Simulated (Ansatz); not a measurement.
Run report: Zr32CN30 (charge +2), geometry relaxation (part 3 of 3)

The same run, continued: Zr32CN30 (defect cell, 63 atoms in the cell, total charge +2); DFT PBE, scalar-relativistic, plane waves, PAW, PAW set soft_1, no spin polarisation (Ansatz 0.2.0); cutoff 420 eV, 1×1×1 k-mesh, Fermi–Dirac smearing of 0.02 eV. The structure derives from an entry of the Crystallography Open Database. It belongs to a series of runs on one base structure; here: end point A relaxed.

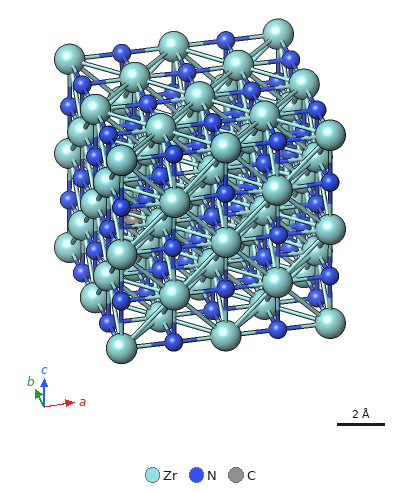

*The geometry at step 4 of the log (ball-and-stick view of the cell of the calculation, seen at an oblique angle).*

**Trajectory as extended XYZ, continued**
```
63
Lattice="9.2200 0.0000 0.0000 0.0000 9.2200 0.0000 0.0000 0.0000 9.2200" Properties=species:S:1:pos:R:3:forces:R:3 step=2 energy=-145793.91843
Zr    4.5628   -0.0168   -0.0144    0.9304  -0.0766   0.1227
N     6.8983    2.3115    2.3227    0.1123   0.0323  -0.1994
Zr    6.9517    2.3025    0.0124   -1.1752  -0.1462  -0.3669
N    -0.0009    4.6211    2.3309   -0.0876  -0.1711  -0.2361
Zr    6.8932    0.0265    2.3197   -0.2812  -1.1399   0.0308
N     0.0265    2.2962    4.6100   -0.2774   0.0444   0.0716
Zr   -0.0041   -0.0047    0.0207    0.0585  -0.5905  -0.4278
N     2.2929    2.2918    2.3164    0.1848   0.1016  -0.1293
Zr    2.2989    2.2782    0.0063    0.3745   0.5222  -0.1132
N     4.6140    4.6011    2.2857    0.0241  -0.2273   0.0183
Zr    4.6379    4.6465    0.0088   -0.5340  -0.3732  -0.2277
N     6.9347    6.9326    2.3167    0.1437  -0.1941  -0.3092
Zr    6.9102    6.8860    0.0313    0.0607   0.6648   0.2565
N    -0.0267    0.0055    2.3257    0.1759  -0.0273  -0.2077
Zr    2.3418   -0.0510    2.3052   -0.3565   0.3214   0.5119
N     4.6481    2.2872    4.6255   -0.3285   0.0889  -0.0323
Zr    4.5733    2.3007    2.3475    0.3144   0.1483  -0.6069
N     6.9276    4.5544    4.5717    0.2300   0.2150   0.2774
Zr    6.8635    4.6204    2.2881    0.3319   0.5898   0.7521
N    -0.0208    6.9035    4.6014   -0.0775   0.1082   0.3197
Zr    4.6068   -0.1240    4.5765    0.2380   1.2858   0.6445
N     6.8640    2.3385    6.9138    0.5738  -0.2896  -0.0835
Zr    6.9286    2.2856    4.6052   -0.4751   0.2086   0.2169
N     0.0061    4.6214    6.9255   -0.0368  -0.1039  -0.2171
Zr    6.9181   -0.0205    6.8894   -0.4421  -0.2002   0.1142
N     0.0063    2.2931   -0.0147   -0.0960   0.0322   0.0551
Zr    0.0195    4.5863    0.0275    0.1301   0.8522  -0.1532
C     2.2960    6.9205    2.3386    0.0519  -0.1261  -0.2345
Zr    2.3240    6.9074    0.0807   -0.1078  -0.1828  -0.6826
N     4.6116    0.0520    2.2508   -0.0491  -0.2288   0.2619
Zr   -0.0163    2.3032    2.2718    0.6670   0.1561   1.0928
N     2.2728    4.5593    4.5941    0.0920   0.0338   0.3047
Zr    2.3440    4.6596    2.3320   -0.0571  -0.2888   0.2031
Zr    4.6001    6.9376    2.3622    0.4257  -0.2773  -0.8119
N     6.9436    0.0283    4.6089   -0.0398  -0.0666  -0.0051
Zr   -0.0067   -0.0234    4.6174    0.2459   0.1080  -0.1303
N     2.2803    2.3003    6.9096    0.3140   0.0094  -0.0144
Zr    2.3775    2.2740    4.6225   -0.8669   0.2228  -0.2193
N     4.6198    4.5576    6.9368   -0.1157   0.0888   0.1568
Zr    4.6547    4.6891    4.6222   -0.5877  -0.7563  -0.1088
N     6.9660    6.9389    6.9792   -0.0731  -0.1658  -0.2182
Zr    6.7517    6.9204    4.6547    1.6079   0.1051  -1.2182
N     0.0342   -0.0095    6.9045   -0.4002   0.0740   0.0068
Zr    2.3397   -0.0462    6.8732   -0.1881  -0.2658  -0.0605
N     4.6076    2.2865    0.0107   -0.0917   0.1540  -0.0830
Zr    4.5804    2.2760    6.9179    0.5578   0.2951  -0.1895
N     6.9285    4.6014   -0.0482   -0.0225   0.1549   0.4298
Zr    6.8996    4.6941    6.8576   -0.5664  -0.7705   0.2020
N     0.0023    6.9004   -0.0302   -0.1328   0.0418   0.1518
Zr    0.0471    6.9237    2.3061   -0.5823  -0.3225   0.3687
N     2.2756    0.0058    4.5918    0.0179   0.1434   0.2184
Zr   -0.0092    4.6200    4.6291    0.1039   0.0199  -0.8505
N     2.3029    6.9150    7.0001   -0.1999  -0.1038  -0.4078
Zr    2.3470    6.9199    4.6352   -0.4308  -0.1711  -0.3593
N     4.6304    0.0071    6.9228   -0.2414   0.1858   0.1949
Zr   -0.0349    2.3403    6.8969    0.5636  -0.5174  -0.1764
N     2.3434    4.6099   -0.0324   -0.1898  -0.0890   0.3211
Zr    2.3360    4.6645    6.8605    0.3802  -0.1205   0.2084
N     4.6324    6.9178   -0.0090   -0.0659  -0.0678  -0.1674
Zr    4.6323    6.9123    6.7980   -0.3735   0.0601   1.0040
N     6.9021   -0.0251    0.0075    0.0711   0.2502  -0.0966
Zr    0.0019    6.8788    6.8547    0.4301   0.6111   0.7091
N     2.2952   -0.0146   -0.0234    0.1387   0.1307   0.1193
63
Lattice="9.2200 0.0000 0.0000 0.0000 9.2200 0.0000 0.0000 0.0000 9.2200" Properties=species:S:1:pos:R:3:forces:R:3 step=3 energy=-145794.69999
Zr    4.6101   -0.0181    0.0059   -0.0304  -0.0341   0.0383
N     6.9130    2.3058    2.3131   -0.0438  -0.0487  -0.0307
Zr    6.9040    2.2989    0.0050    0.0414   0.0425   0.0058
N    -0.0089    4.6058    2.3120    0.0318   0.0046   0.0168
Zr    6.8840   -0.0441    2.3338   -0.0613  -0.0239   0.0747
N    -0.0064    2.3023    4.6222    0.0726   0.0088  -0.1008
Zr    0.0067   -0.0158    0.0039    0.0192   0.0166   0.0145
N     2.3108    2.3014    2.3058    0.0012   0.0156   0.0463
Zr    2.3105    2.3048    0.0002    0.0195  -0.0451   0.0590
N     4.6167    4.5722    2.2852    0.0303  -0.0458  -0.0756
Zr    4.6100    4.6229    0.0098    0.0139   0.0180   0.0314
N     6.9615    6.9058    2.2797    0.0465   0.0864  -0.0482
Zr    6.9033    6.9135    0.0197   -0.0618  -0.0457  -0.0784
N    -0.0052   -0.0009    2.3124   -0.0165  -0.0081   0.0092
Zr    2.3365   -0.0387    2.3309    0.0655  -0.1315   0.0687
N     4.6120    2.3081    4.6173    0.0261  -0.0383  -0.0234
Zr    4.6102    2.3025    2.3148   -0.0333  -0.0122   0.0248
N     6.9457    4.5716    4.6026    0.0653  -0.0063   0.0145
Zr    6.8881    4.6467    2.3358   -0.1541   0.0342   0.0403
N    -0.0049    6.9146    4.6297   -0.0931  -0.0206  -0.1362
Zr    4.6165   -0.0528    4.6150   -0.0262  -0.0163  -0.0758
N     6.9113    2.3006    6.9090   -0.0384   0.0200   0.0163
Zr    6.9034    2.3015    4.6065   -0.0698  -0.0378   0.0483
N    -0.0035    4.6122    6.9065    0.0265   0.0100   0.0321
Zr    6.8771   -0.0516    6.8795   -0.0680  -0.0779  -0.1508
N    -0.0033    2.3003   -0.0012    0.0182   0.0226   0.0045
Zr    0.0057    4.6193    0.0057   -0.0084   0.0077  -0.0203
C     2.3146    6.9123    2.3014   -0.1760   0.0066  -0.0946
Zr    2.3161    6.9123    0.0336    0.0665   0.0036   0.0404
N     4.6196    0.0323    2.2811   -0.0099   0.0379  -0.0389
Zr    0.0066    2.3038    2.3144   -0.0071  -0.0347  -0.0561
N     2.2744    4.5678    4.6150    0.0316  -0.0051  -0.0286
Zr    2.3368    4.6443    2.3340    0.0496   0.1192   0.0777
Zr    4.6129    6.9124    2.3261   -0.0324   0.0006   0.0471
N     6.9451    0.0252    4.6040    0.0927   0.0775  -0.0017
Zr    0.0051   -0.0140    4.6084   -0.0048  -0.0697   0.0300
N     2.3105    2.3030    6.9109   -0.0159  -0.0050  -0.0385
Zr    2.3180    2.2972    4.6085   -0.0013   0.0315   0.0542
N     4.6040    4.5677    6.9510    0.0334   0.0358   0.0213
Zr    4.6130    4.6594    4.6101    0.0129   0.0115   0.0110
N     6.9557    6.9119    6.9549    0.0565   0.0081   0.0674
Zr    6.8550    6.9155    4.5878   -0.0881  -0.0484   0.2741
N    -0.0061   -0.0033    6.9078    0.0629  -0.0472   0.0141
Zr    2.3379   -0.0465    6.8763    0.0553  -0.0405  -0.0022
N     4.6024    2.2992    0.0014    0.1139   0.0317  -0.0452
Zr    4.6105    2.2997    6.9047   -0.0263   0.0044  -0.0656
N     6.9139    4.6143   -0.0041   -0.0449  -0.0300   0.0137
Zr    6.8719    4.6552    6.8760   -0.0370   0.0916  -0.1050
N    -0.0111    6.9112   -0.0164    0.0345   0.0157   0.0465
Zr    0.0446    6.9114    2.3122    0.0044   0.0157   0.0434
N     2.2752    0.0279    4.6167    0.0311   0.0692  -0.0711
Zr    0.0032    4.6202    4.6081    0.0473   0.0681   0.0569
N     2.2780    6.9095    6.9516   -0.0404   0.0430   0.0772
Zr    2.3413    6.9157    4.6024   -0.0300  -0.0478   0.0641
N     4.6057    0.0296    6.9490    0.0173   0.0181   0.0400
Zr   -0.0015    2.3050    6.9080    0.0211  -0.0089  -0.0157
N     2.3142    4.6064   -0.0052    0.0042   0.0032  -0.0739
Zr    2.3420    4.6526    6.8784    0.0200   0.0049  -0.0771
N     4.6236    6.9090   -0.0288   -0.0083   0.0339   0.0082
Zr    4.6073    6.9134    6.8400    0.0653  -0.0338  -0.0251
N     6.9129   -0.0084   -0.0057   -0.0315  -0.0015   0.0403
Zr    0.0125    6.9111    6.8991   -0.0280  -0.0116  -0.0995
N     2.3155    0.0028   -0.0130   -0.0120  -0.0428   0.0056
63
Lattice="9.2200 0.0000 0.0000 0.0000 9.2200 0.0000 0.0000 0.0000 9.2200" Properties=species:S:1:pos:R:3:forces:R:3 step=4 energy=-145794.71954
Zr    4.6111   -0.0181    0.0102    0.0076   0.0043  -0.0049
N     6.9091    2.3016    2.3106   -0.0003   0.0021  -0.0095
Zr    6.9077    2.3020    0.0041   -0.0034  -0.0001  -0.0107
N    -0.0075    4.6072    2.3135   -0.0206  -0.0190  -0.0143
Zr    6.8789   -0.0502    2.3424   -0.0183   0.0180   0.0050
N    -0.0001    2.3024    4.6125   -0.0103  -0.0046   0.0034
Zr    0.0060   -0.0189    0.0050   -0.0015   0.0134  -0.0210
N     2.3100    2.3025    2.3094    0.0076  -0.0057  -0.0103
Zr    2.3141    2.3014    0.0066   -0.0142   0.0113  -0.0281
N     4.6168    4.5694    2.2793   -0.0209   0.0069   0.0115
Zr    4.6110    4.6228    0.0102    0.0000  -0.0141  -0.0152
N     6.9596    6.9124    2.2777   -0.0117  -0.0081  -0.0184
Zr    6.8962    6.9115    0.0127    0.0330   0.0085   0.0126
N    -0.0084   -0.0023    2.3136   -0.0100   0.0097  -0.0135
Zr    2.3372   -0.0478    2.3350    0.0207  -0.0064   0.0215
N     4.6149    2.3038    4.6145    0.0059  -0.0134   0.0002
Zr    4.6091    2.3016    2.3158    0.0152  -0.0054  -0.0186
N     6.9520    4.5708    4.6054    0.0117   0.0111  -0.0112
Zr    6.8773    4.6533    2.3418    0.0042  -0.0034   0.0207
N    -0.0194    6.9123    4.6197   -0.0232  -0.0025   0.0067
Zr    4.6122   -0.0542    4.6114   -0.0005   0.0160  -0.0197
N     6.9100    2.3026    6.9082    0.0070  -0.0063   0.0045
Zr    6.9024    2.3006    4.6087    0.0032   0.0097  -0.0112
N     0.0013    4.6126    6.9085   -0.0219  -0.0026  -0.0070
Zr    6.8708   -0.0517    6.8693    0.0051  -0.0279   0.0076
N     0.0014    2.3025   -0.0024   -0.0141  -0.0067   0.0061
Zr    0.0064    4.6232    0.0051    0.0028  -0.0131  -0.0214
C     2.3003    6.9122    2.2997   -0.0173  -0.0017  -0.0369
Zr    2.3193    6.9124    0.0354   -0.0024  -0.0075   0.0010
N     4.6153    0.0330    2.2792   -0.0001   0.0080   0.0130
Zr    0.0056    2.3022    2.3104    0.0022   0.0047   0.0158
N     2.2781    4.5695    4.6108    0.0271  -0.0006   0.0261
Zr    2.3383    4.6523    2.3357    0.0187   0.0005   0.0202
Zr    4.6097    6.9125    2.3316   -0.0011  -0.0068   0.0014
N     6.9531    0.0312    4.6056    0.0019  -0.0034  -0.0093
Zr    0.0101   -0.0188    4.6099    0.0087   0.0103  -0.0120
N     2.3113    2.3026    6.9087    0.0026  -0.0084  -0.0158
Zr    2.3178    2.3005    4.6071   -0.0297   0.0167   0.0026
N     4.6082    4.5705    6.9523   -0.0188   0.0136   0.0045
Zr    4.6130    4.6584    4.6117   -0.0132  -0.0055  -0.0249
N     6.9616    6.9124    6.9610   -0.0117  -0.0024  -0.0233
Zr    6.8447    6.9130    4.6065    0.0192  -0.0103   0.0203
N     0.0015   -0.0080    6.9082   -0.0209  -0.0004  -0.0018
Zr    2.3453   -0.0489    6.8759    0.0010  -0.0079  -0.0187
N     4.6138    2.3021   -0.0028   -0.0003  -0.0011   0.0016
Zr    4.6090    2.3014    6.8985    0.0103   0.0061   0.0280
N     6.9097    4.6127   -0.0025    0.0083  -0.0037   0.0045
Zr    6.8709    4.6566    6.8685   -0.0011   0.0173   0.0075
N    -0.0090    6.9127   -0.0133   -0.0242  -0.0100  -0.0119
Zr    0.0363    6.9111    2.3136    0.0112   0.0131   0.0311
N     2.2786    0.0332    4.6099    0.0251   0.0021   0.0407
Zr    0.0089    4.6240    4.6093    0.0181  -0.0183  -0.0096
N     2.2755    6.9121    6.9608    0.0171  -0.0025  -0.0494
Zr    2.3363    6.9128    4.6066   -0.0079  -0.0078   0.0119
N     4.6082    0.0319    6.9530   -0.0151  -0.0042  -0.0035
Zr    0.0047    2.3022    6.9041    0.0081   0.0023   0.0279
N     2.3144    4.6058   -0.0134    0.0049  -0.0042   0.0268
Zr    2.3444    4.6530    6.8747    0.0200   0.0084  -0.0109
N     4.6241    6.9122   -0.0261   -0.0247  -0.0041  -0.0013
Zr    4.6086    6.9116    6.8408    0.0121   0.0054   0.0271
N     6.9095   -0.0088   -0.0019    0.0106   0.0067  -0.0002
Zr    0.0142    6.9115    6.8931    0.0071   0.0088   0.0489
N     2.3148   -0.0026   -0.0114    0.0012   0.0147   0.0040
63
Lattice="9.2200 0.0000 0.0000 0.0000 9.2200 0.0000 0.0000 0.0000 9.2200" Properties=species:S:1:pos:R:3:forces:R:3 step=5 energy=-145794.72100
Zr    4.6108   -0.0182    0.0096    0.0005   0.0012   0.0056
N     6.9092    2.3020    2.3099    0.0015   0.0009  -0.0011
Zr    6.9073    2.3020    0.0028    0.0046  -0.0007  -0.0028
N    -0.0090    4.6056    2.3125    0.0006  -0.0015  -0.0005
Zr    6.8773   -0.0491    2.3431   -0.0054  -0.0036   0.0028
N    -0.0010    2.3019    4.6125    0.0064   0.0021  -0.0026
Zr    0.0059   -0.0173    0.0038    0.0028  -0.0006   0.0037
N     2.3105    2.3021    2.3083    0.0004   0.0000   0.0039
Zr    2.3129    2.3020    0.0044   -0.0024   0.0000  -0.0043
N     4.6151    4.5700    2.2801    0.0020  -0.0008  -0.0042
Zr    4.6108    4.6224    0.0097    0.0012  -0.0032   0.0045
N     6.9585    6.9120    2.2761    0.0033   0.0007  -0.0024
Zr    6.8981    6.9119    0.0133   -0.0007  -0.0004  -0.0036
N    -0.0089   -0.0016    2.3127   -0.0006   0.0024  -0.0022
Zr    2.3390   -0.0485    2.3372    0.0001   0.0043  -0.0030
N     4.6159    2.3022    4.6141    0.0002   0.0000  -0.0020
Zr    4.6096    2.3019    2.3143    0.0010   0.0002  -0.0007
N     6.9545    4.5719    4.6047   -0.0019   0.0029   0.0037
Zr    6.8772    4.6532    2.3433   -0.0062   0.0030   0.0031
N    -0.0215    6.9121    4.6207   -0.0037  -0.0007  -0.0073
Zr    4.6126   -0.0536    4.6104    0.0008   0.0041   0.0012
N     6.9106    2.3020    6.9085    0.0004   0.0008   0.0011
Zr    6.9027    2.3018    4.6084   -0.0053   0.0003   0.0012
N    -0.0001    4.6123    6.9081    0.0007   0.0005  -0.0015
Zr    6.8707   -0.0539    6.8687   -0.0031  -0.0012  -0.0037
N     0.0003    2.3019   -0.0018   -0.0007   0.0015   0.0012
Zr    0.0059    4.6213    0.0038    0.0032   0.0009   0.0040
C     2.2979    6.9121    2.2958    0.0098  -0.0009   0.0138
Zr    2.3177    6.9120    0.0339   -0.0009   0.0003  -0.0038
N     4.6151    0.0339    2.2803    0.0021   0.0017  -0.0062
Zr    0.0065    2.3021    2.3110   -0.0036  -0.0010  -0.0030
N     2.2817    4.5697    4.6129   -0.0020   0.0023   0.0027
Zr    2.3391    4.6527    2.3372   -0.0011  -0.0061  -0.0012
Zr    4.6093    6.9121    2.3327   -0.0061  -0.0012  -0.0034
N     6.9543    0.0317    4.6048    0.0014   0.0002   0.0035
Zr    0.0113   -0.0182    4.6089    0.0027   0.0002   0.0023
N     2.3117    2.3019    6.9075    0.0016   0.0011  -0.0016
Zr    2.3167    2.3018    4.6081   -0.0057   0.0008  -0.0019
N     4.6071    4.5719    6.9528    0.0006   0.0010  -0.0027
Zr    4.6124    4.6580    4.6104    0.0039  -0.0066   0.0015
N     6.9615    6.9120    6.9596   -0.0005   0.0005   0.0001
Zr    6.8458    6.9122    4.6072   -0.0012  -0.0021   0.0038
N    -0.0001   -0.0083    6.9081    0.0008  -0.0008  -0.0004
Zr    2.3456   -0.0497    6.8751   -0.0004   0.0010  -0.0048
N     4.6135    2.3019   -0.0032    0.0066   0.0016   0.0058
Zr    4.6104    2.3017    6.9003    0.0008   0.0020   0.0005
N     6.9102    4.6125   -0.0021   -0.0025  -0.0016  -0.0004
Zr    6.8704    4.6581    6.8686   -0.0022  -0.0005  -0.0037
N    -0.0114    6.9118   -0.0136    0.0045   0.0014   0.0050
Zr    0.0356    6.9119    2.3153   -0.0008   0.0001   0.0035
N     2.2816    0.0339    4.6130   -0.0006   0.0011   0.0027
Zr    0.0112    4.6226    4.6089    0.0060  -0.0044   0.0016
N     2.2772    6.9120    6.9568    0.0028   0.0004   0.0011
Zr    2.3356    6.9124    4.6073   -0.0094  -0.0042  -0.0080
N     4.6072    0.0318    6.9527   -0.0005  -0.0001  -0.0019
Zr    0.0046    2.3021    6.9055   -0.0013  -0.0008   0.0043
N     2.3145    4.6055   -0.0110   -0.0006  -0.0002  -0.0007
Zr    2.3459    4.6537    6.8748   -0.0026  -0.0007  -0.0038
N     4.6223    6.9119   -0.0246   -0.0032   0.0011   0.0010
Zr    4.6094    6.9121    6.8434    0.0053  -0.0013  -0.0005
N     6.9102   -0.0085   -0.0021   -0.0014   0.0017  -0.0002
Zr    0.0146    6.9118    6.8960   -0.0005   0.0012   0.0004
N     2.3146   -0.0014   -0.0110   -0.0011  -0.0004   0.0003
```

**Summary**

| quantity | value |
| --- | --- |
| outcome | converged |
| electrons treated | 536 |
| free energy | −145794.7210 eV |
| Fermi energy | 17.725 eV |
| final volume | 783.78 Å³ |
| largest force (length of the vector) at the end | 0.017 eV/Å |
| wall time | 28 s (CPU time 1.7 min) |
| peak memory | 1.1 GiB |

**Notes**

The cell is charged and computed with a neutralising background, so its energy and pressure depend on the cell and aren't those of a real crystal. The k-point mesh is coarse for a cell of this size, so the results may not be converged.
